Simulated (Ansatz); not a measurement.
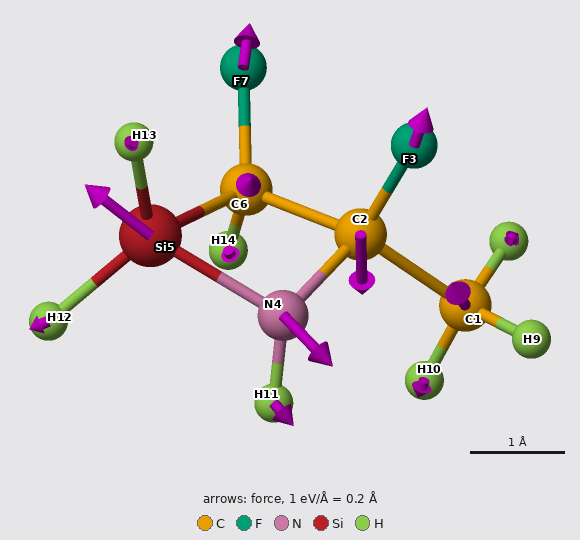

Starting geometry of C$_{3}$H$_{7}$F$_{2}$NSi with the computed forces as purple arrows. Style: ball-and-stick. Shown at a tilt.

The run prepares the start of a later molecular dynamics calculation, from a guessed geometry.

All numbers below come from RKS B3LYP-D4/6-31G in Ansatz. Settings: no spin polarisation; force threshold 0.02 eV/Å; at most 40 steps.

Q: What follows when this structure is relaxed?

A: It isn't relaxed: the largest force vector, on a C atom, is 5.02 eV/Å. The final displacements have little in common with the starting forces (cosine between the two patterns 0.22). The atom that moves furthest after the best rigid fit is an H atom (0.98 Å). Largest moves by element: H 0.98 Å, F 0.28 Å, C 0.20 Å, N 0.17 Å, Si 0.14 Å. Near-neighbour distances that change, for instance: N–Si 1.673 → 1.807 Å, C–F 1.353 → 1.475 Å, C–Si 1.883 → 1.954 Å, C–C 1.578 → 1.512 Å. Bond angles that change, for instance: Si–N–H 111.4° → 137.1°, F–C–C 115.5° → 105.7°, N–Si–H 110.8° → 118.3°. Over 9 accepted moves (10 points after the start) the energy falls by 158.2 kJ/mol. The largest force component goes from 4.6 to 0.014 eV/Å. The line search rejected the trial step at point 6 of the run. Cost: 41 s on 1 thread of AMD EPYC 9R45 96-Core Processor (Zen 5) (shared host), peak memory 0.23 GiB.
